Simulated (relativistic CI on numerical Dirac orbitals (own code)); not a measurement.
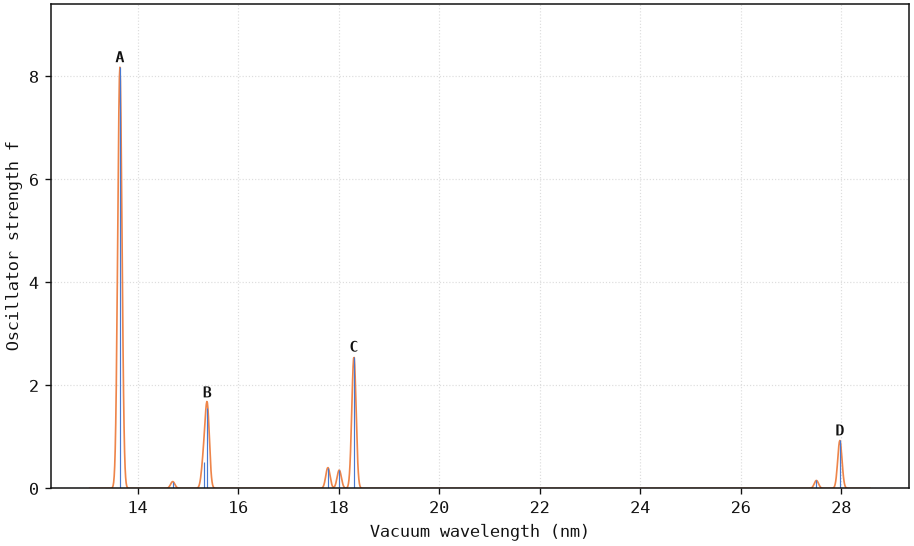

Computed spectrum: absorption lines from the lowest level (oscillator strengths f) of an atom or ion with 46 electrons. Method of calculation: Dirac CI, KLI exchange-only orbitals, Breit term, model QED, valence Slater integrals scaled by 0.85, a P86 correlation estimate for each configuration (in-house radial CI code). The envelope is a Gaussian of full width 0.1 nm, scaled to the tallest stick.

> Which ion is it, and what are the lettered lines?

Sb⁵⁺. A: 4d⁹ 6f J = 1 (odd, mixed, level 183) ← 4d¹⁰ ¹S₀, 13.65 nm, f = 8.2; B: 4d⁹ 5f J = 1 (odd, mixed, level 131) ← 4d¹⁰ ¹S₀, 15.39 nm, f = 1.6; C: 4d⁹ 4f ¹P°₁ ← 4d¹⁰ ¹S₀, 18.31 nm, f = 2.6; D: 4d⁹ 5p ¹P°₁ ← 4d¹⁰ ¹S₀, 27.97 nm, f = 0.93.

Caveat: configurations can be misplaced by up to about 7 % of their energy; only a limited list of configurations is included, so lower levels can be missing.
